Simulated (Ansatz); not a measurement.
# Al₂ClH₃ (SMILES [AlH2][AlH][Cl]): what the fields show

Input file:

```
crystal:
  periodic: [false, false, false]
  atoms:
    - { symbol: Al, position_ang: [-0.8272, 0.1924, -0.9255] }
    - { symbol: Al, position_ang: [0.8079, -0.3858, 0.7812] }
    - { symbol: Cl, position_ang: [1.3052, 1.0529, 2.366] }
    - { symbol: H, position_ang: [-1.1829, -0.7871, -2.0957] }
    - { symbol: H, position_ang: [-1.5746, 1.6642, -0.9023] }
    - { symbol: H, position_ang: [1.5137, -1.8007, 0.7301] }
basis:
  gaussian:
    orbitals: cc-pVDZ
hamiltonian:
  xc: lc_wpbe
output:
  orbitals: {}
  forces: true
```

Command:

```sh
python run_methods.py
```

Not at a stationary point (largest force 1.8 eV/Å).

These are results of Ansatz, SCF lc_wpbe, Gaussian basis, not measurements.

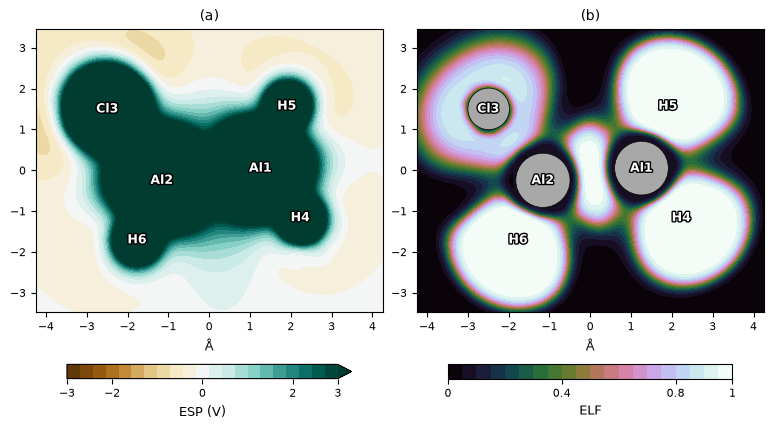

Figure 1. (a) electrostatic potential; (b) electron localisation function on the molecular plane. Grey discs cover the atomic cores in the ELF map.

### Read the bonding off the picture.

Atoms in the plane: Al, Cl and H.
Al–Cl (2.20 Å): the ELF peaks at about 0.85 in the valence shell of Cl, 0.9 Å from its nucleus, and is about 0.80 at the midpoint.
Al–Al (2.43 Å): the ELF peaks at about 1 between the atoms; a covalent bond.
Al–H (1.57 Å): the ELF climbs to about 1 towards the hydrogen.
The ELF also peaks beside Cl3, away from the bonds: lone-pair regions.
Outside the dense part of the molecule the potential is most negative (−0.8 V) near Cl3.

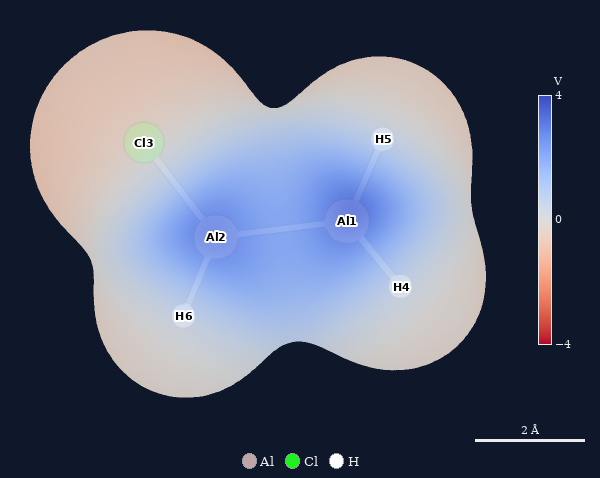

Figure 2. The molecular electrostatic potential painted on the density surface at 0.001 e/bohr³, seen at a tilt; the colour scale runs from red (negative) to blue (positive).

### Which sites attract a positive test charge, and which a negative one?

A positive charge is drawn to the negative regions and a negative charge to the positive ones. The most negative region (about −0.7 V) lies over Cl3, the most positive (about +3.0 V) over Al1.

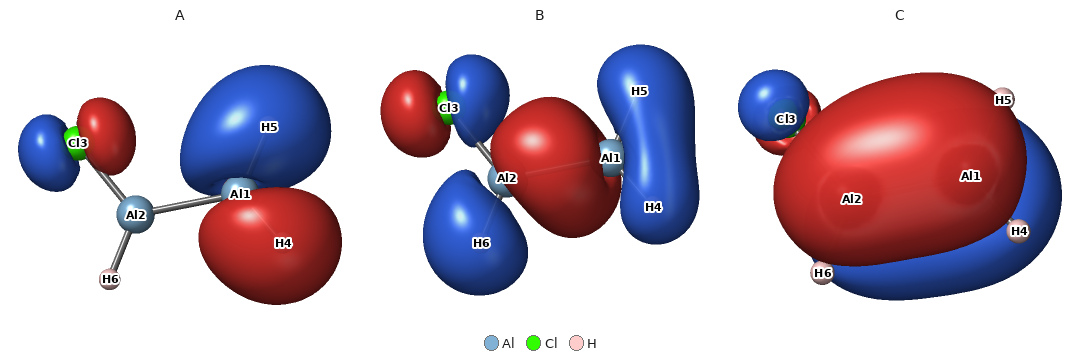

Figure 3. Three frontier orbitals at ±0.06 Å⁻³ᐟ² (red and blue are the two phases), in no order.

### Order the three orbitals by energy and name them.

A is the HOMO−1 (−11.36 eV). Its weight (Hirshfeld) is mainly on Al1 (about 35 %), H5 (about 30 %) and H4 (about 25 %); it is symmetric in the molecular plane (an in-plane orbital: σ, lone-pair or in-plane π type). B is the HOMO (−9.82 eV). By Hirshfeld shares it lies mainly on Al2 (about 30 %), Al1 (about 30 %), H6 (about 15 %), Cl3 (about 10 %) and H5 (about 10 %); it is symmetric in the molecular plane (an in-plane orbital: σ, lone-pair or in-plane π type). C is the LUMO (−1.19 eV). Its weight (Hirshfeld) is mainly on Al1 (about 50 %) and Al2 (about 40 %); it changes sign across the molecular plane (π type); π-bonding across Al1–Al2.

### What is the HOMO–LUMO gap?

8.63 eV between the orbital energies.

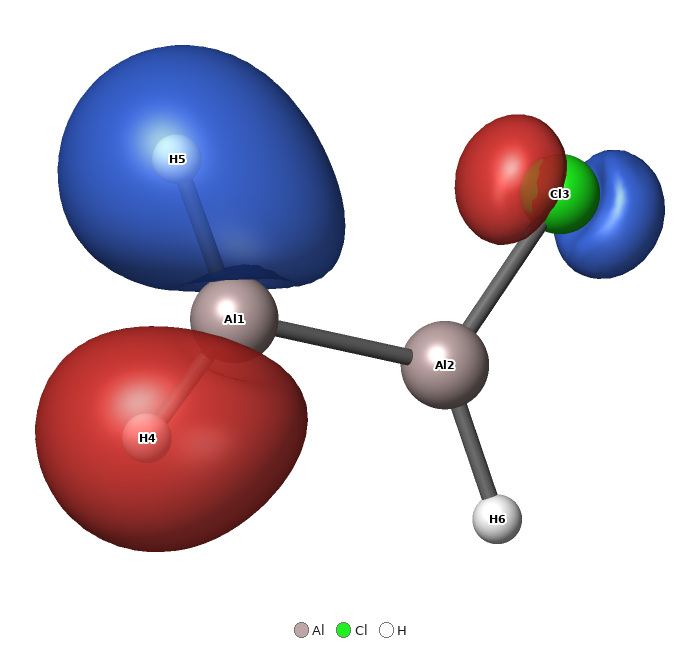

Figure 4. The HOMO−1 at ±0.1 Å⁻³ᐟ² (red and blue are the two phases), seen at an oblique angle.

### What is the character of this orbital?

By Hirshfeld shares it lies mainly on Al1 (about 35 %), H5 (about 30 %) and H4 (about 25 %); it is symmetric in the molecular plane (an in-plane orbital: σ, lone-pair or in-plane π type). Its energy is −11.36 eV.
